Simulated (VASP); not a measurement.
Band structure of Ta (space group Im-3m). Method: PBE GGA, VASP's PBE PAW potentials (set 64) (plane waves; VASP 6.6.1).

Unless said otherwise, spin-orbit coupling is left out, though it shifts the bands of the heavy elements here.

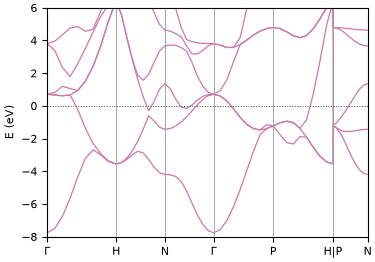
Fig. 1. Bands along high-symmetry lines, zero at the valence-band maximum or, without a gap, the Fermi level

Task: Read the plot: is there a gap, and where are the band edges?

Result: It has no gap at this level: it comes out as a metal or semimetal.

The structure comes from a computed database's Ta entry; how it stands against other phases isn't given here. The cell was not relaxed at this level.
